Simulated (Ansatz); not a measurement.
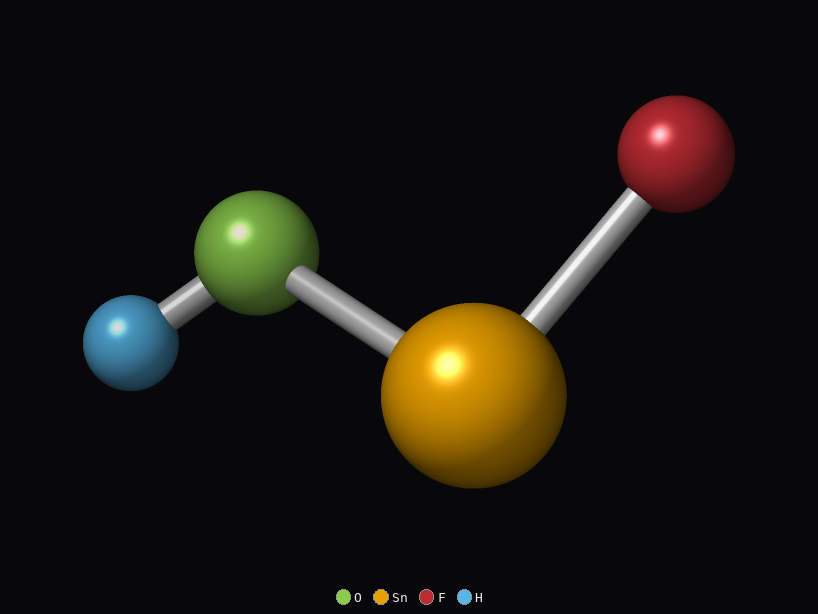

The computed structure is the end point of a PBE-D4/def2-SVP optimisation. No frequency run is at hand to confirm it as a minimum.

Give the structural formula.

SMILES: [OH][Sn][F]

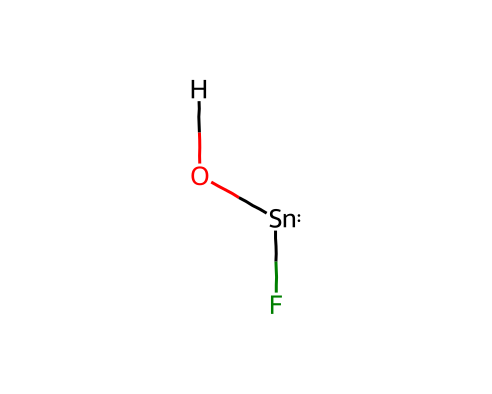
